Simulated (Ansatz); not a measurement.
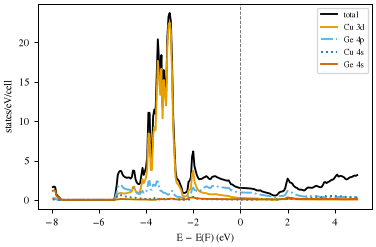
Figure: Total and projected density of states of SrCu₂Ge₂ in space group I4/mmm (No. 139; Sr on 2a, Cu on 4d, Ge on 4e), r²SCAN in the plane-wave PAW code Ansatz

Problem. Which orbitals carry the states next to the Fermi level?

Solution. Within 0.5 eV of the Fermi level: Ge 4p 62 %, Cu 3d 17 %, outside the projected shells 13 %. Projections are on Löwdin-orthogonalised atomic valence shells; empty p or d shells of many metals are not among them.

Problem. Where is the tallest occupied peak in this window, and what makes it?

Solution. Near -3.0 eV, about 24 states/eV per cell; the largest projected share is Cu 3d.

The workflow started from a Materials Project entry (that database holds measured and hypothetical structures alike); the Crystallography Open Database copy checked does not list it. Its standing as an ambient phase is unchecked. The r²SCAN relaxation kept the symmetry of its start; whether a distortion lowers the energy is not shown. The run is not spin-polarised. Scalar-relativistic: spin–orbit coupling is off unless named, which matters more the heavier the elements.

Potentials: the later of the program's two PAW sets.
